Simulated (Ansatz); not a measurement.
**Pressure series in hypothetical P4_2/mnm AlN**

Start from AlN (space group P4_2/mnm, No. 136; a = 5.330 Å, c = 3.122 Å; a hypothetical phase, not in the database extracts checked).

Cell and atoms are relaxed at each pressure.

Levels (all Ansatz, an electronic-structure program, PAW): PBE (420 eV, scalar-relativistic without spin-orbit coupling); PBEsol (420 eV, no spin-orbit coupling).

The base cell above is that of PBE; each level relaxes its own structures.

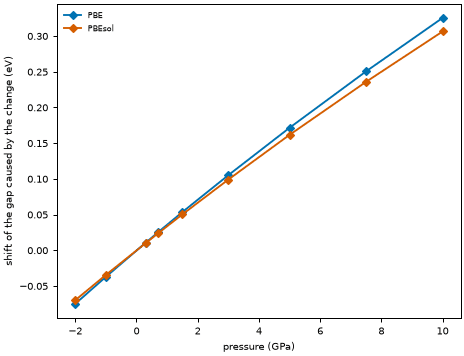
Figure. Shift of the gap caused by the change under two levels

Task: How do the two levels compare along the series?

Result: The two levels differ by at most about 0.02 eV. They put the cases in the same order.

Load acts through the strain it causes; cell and atoms are relaxed under it. No phonon test of stability was made. No other phases were tried under pressure.
